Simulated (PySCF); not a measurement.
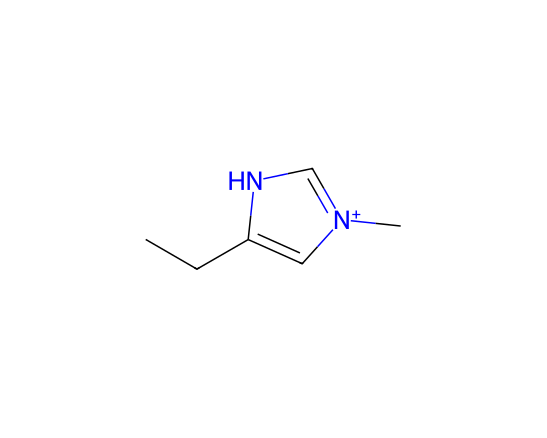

The drawing above gives the connectivity. State: charge +1, singlet. Computed geometry: PBE0-D3(BJ)/def2-SVP optimisation. No frequency run is at hand to confirm it as a minimum.

Describe the 3D structure.

The species is C₆H₁₁N₂⁺. Its SMILES string is `CCc1c[n+](C)c[nH]1`. Independent rings (smallest set): 1 of 5 members, 1 of them aromatic. The point group is C1. Coordination: 3 C tetrahedral; 3 C trigonal planar; 2 N trigonal planar.

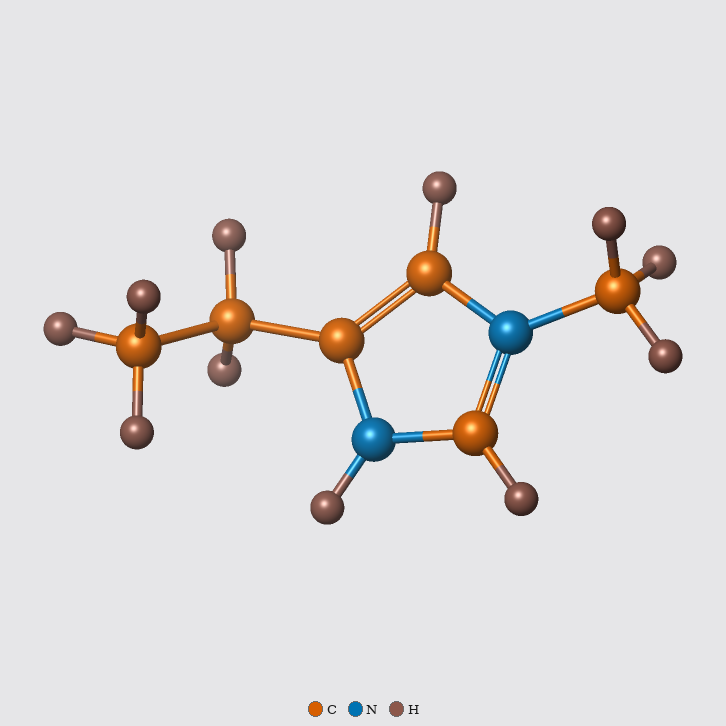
